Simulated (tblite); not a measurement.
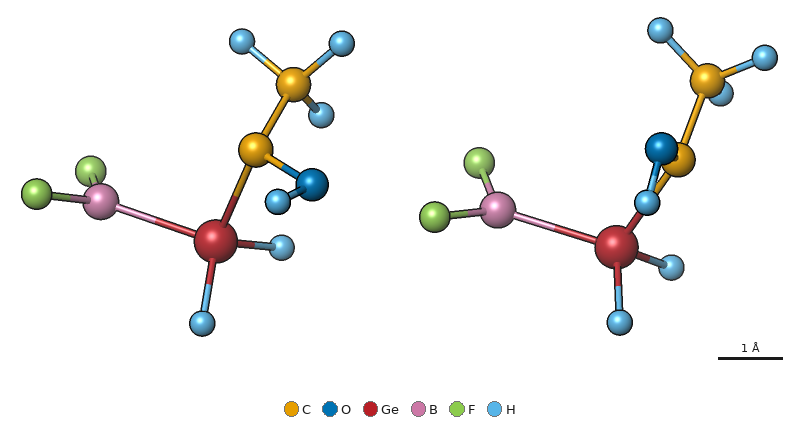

Two geometries of C2H6BF2GeO (multiplicity 2), drawn at one scale. One is the start of a relaxation, the other its converged end. Style: ball-and-stick. Shown from a free direction.

Level of theory: GFN2-xTB geometry optimisation, gas phase (tblite 0.8.0). 

Q: Which of the two is the end point?

A: The right one is the relaxed one. After 111 geometry steps the energy has fallen by 32.9 kcal/mol. The O atom moves most after the best rigid fit: 0.98 Å. Largest moves by element: O 0.98 Å, H 0.52 Å, C 0.48 Å, F 0.45 Å, B 0.17 Å, Ge 0.14 Å. Among the contacts that change: B–F 1.447 → 1.321 Å, Ge–H 1.539 → 1.497 Å, C–H 1.121 → 1.091 Å, H–O 0.995 → 0.966 Å. Among the angles between lasting bonds that change: C–C–Ge 106.0° → 121.5°, O–C–Ge 107.3° → 119.0°, F–B–F 124.0° → 113.6°. Groups turn about B–Ge by about 20°.
